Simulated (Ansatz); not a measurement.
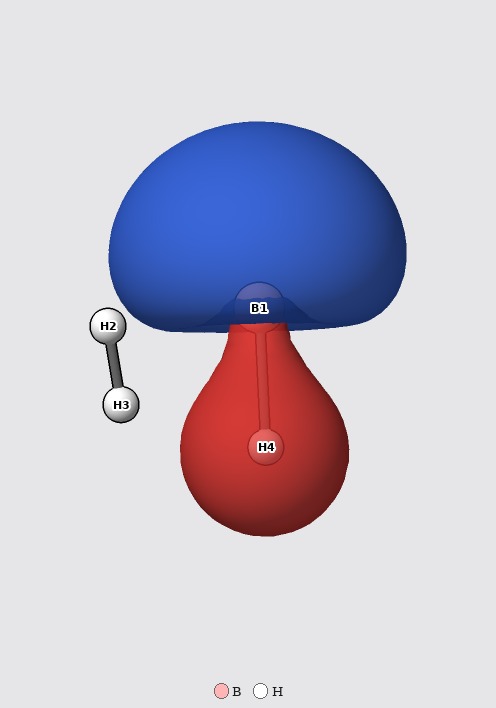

Figure 1: BH···H$_{2}$. The HOMO at ±0.15 Å⁻³ᐟ² (blue and red are the two phases), seen at an oblique angle.

Not at a stationary point (largest force 1.9 eV/Å).

Level of theory: RKS PBE0-D4/def2-SVP in Ansatz 0.2.0.

### Describe this orbital and give its energy.

Its weight (Hirshfeld) is mainly on B1 (about 85 %) and H4 (about 15 %); it is symmetric in the molecular plane (an in-plane orbital: σ, lone-pair or in-plane π type). Its energy is −6.51 eV.
